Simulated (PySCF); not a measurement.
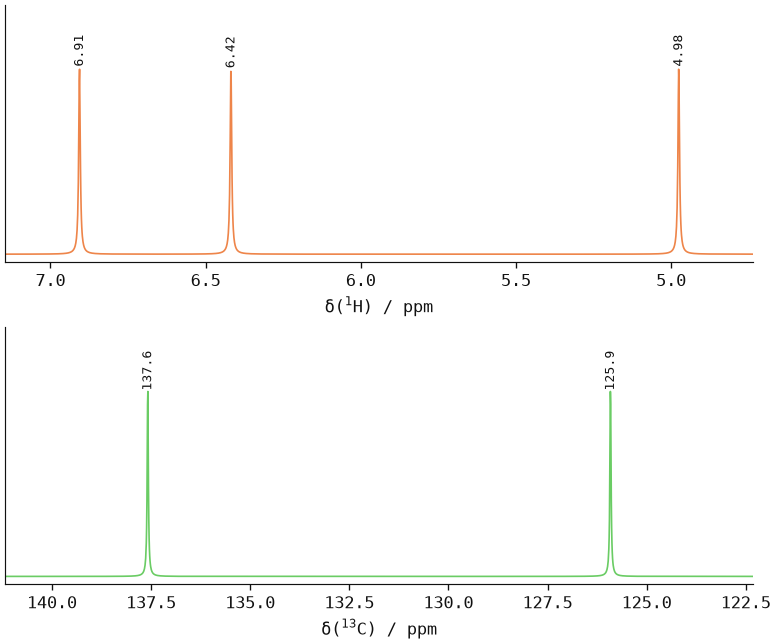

GIAO shifts, WP04/pcSseg-2, PySCF 2.14.0, at a PBE0-D3(BJ)/def2-SVP geometry (no frequency check), against TMS for ¹H and TMS for ¹³C computed at the same level. Gas phase, fully decoupled, line heights follow the number of nuclei, widths are arbitrary (no quadrupolar broadening); values of one conformer, averaged over methyl-type rotors and exact or near symmetry.

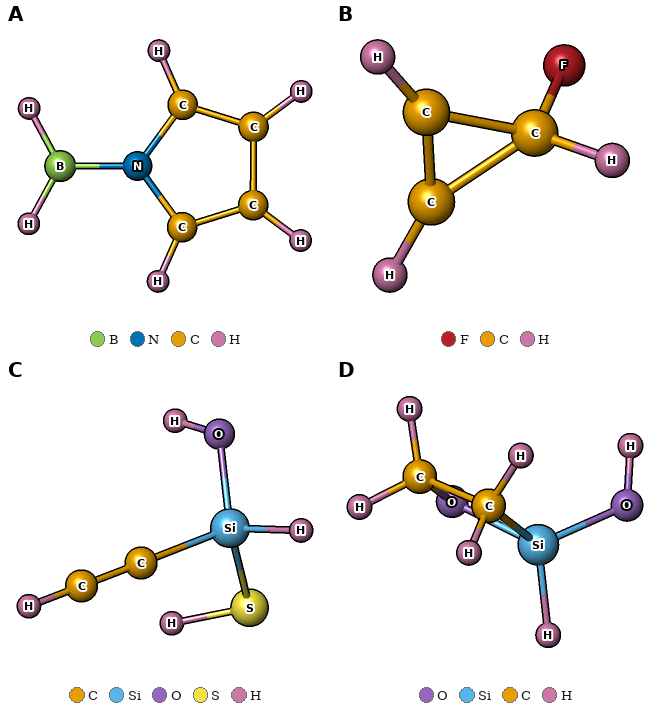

Question: Which molecule was computed? Choose among the lettered structures.

Answer: Structure A, C₄H₆BN, SMILES Bn1cccc1. Its ¹H signals: 6.91 (2 H), 6.42 (2 H), 4.98 (2 H) ppm. Its ¹³C signals: 137.6 (2 C), 125.9 (2 C) ppm.
